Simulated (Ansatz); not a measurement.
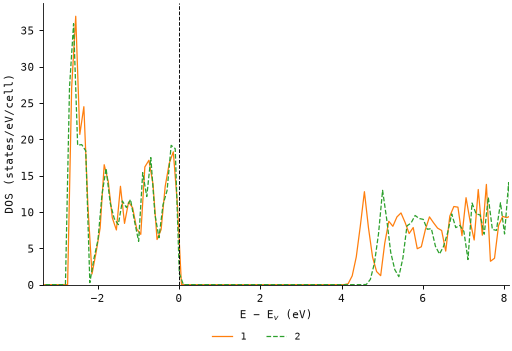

Total densities of states of Zr2TiO6, space group C2 (No. 5), 9 atoms in the cell, by two methods on the same cell. Each is counted from its own valence-band top.

Which curve is which? The methods: PBE, r2SCAN.

Answer. 1 is PBE; 2 is r2SCAN. PBE gives a gap of 4.12 eV and r2SCAN gives a gap of 4.62 eV.

Settings. PBE: DFT PBE, scalar-relativistic, plane waves, PAW, no spin polarisation, 4×4×4 k mesh, 420 eV cutoff (Ansatz). r2SCAN: DFT r2SCAN, scalar-relativistic, plane waves, PAW, no spin polarisation, 4×4×4 k mesh, 500 eV cutoff, Gaussian smearing of 0.02 eV (Ansatz 0.2.0).

The structure is an invented one, so it need not be a known or stable phase.
